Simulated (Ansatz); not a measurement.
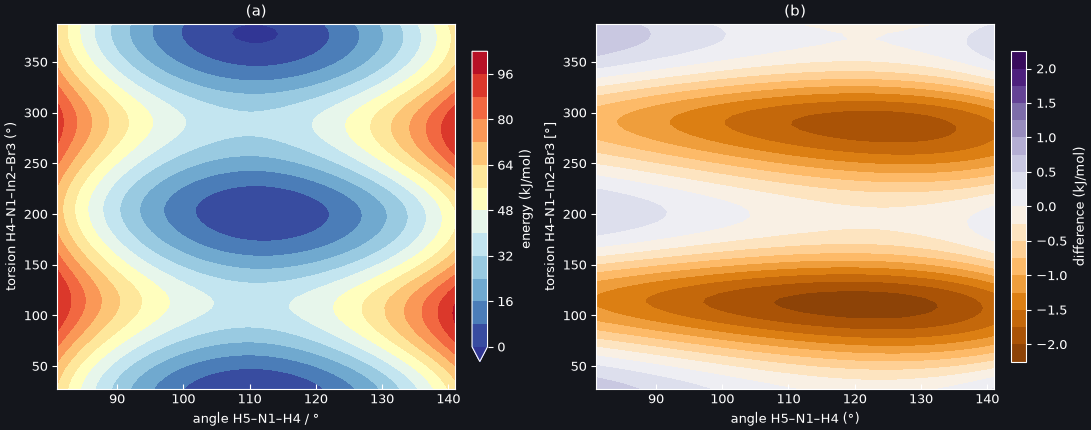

BrH₃InN, SMILES [NH2][InH][Br]. Two internal coordinates are moved rigidly from the geometry relaxed at PBE0-D4/def2-TZVP, all others fixed. First axis: angle H5–N1–H4. Second axis: torsion H4–N1–In2–Br3. The scan uses a 5 × 8 grid. Points are written as (first, second). Energies are in kJ/mol, from each map's own lowest point. Method: Ansatz, RKS r2SCAN-D4/def2-TZVPP.

Panel (a): Ansatz 0.2.0, RKS r2SCAN-D4/def2-TZVPP. Panel (b): the map at RKS PBE0-D4/def2-TZVPP (Ansatz 0.2.0) less the map of (a), each from its own lowest point.

How does the change of method alter the landscape?

The difference runs from −2.1 kJ/mol at (126°, 118°) to 0.6 kJ/mol at (81°, 28°). The interpolated minimum moves from 110.8 to 110.9° in angle H5–N1–H4 and 17.5 to 17.6° in torsion H4–N1–In2–Br3.
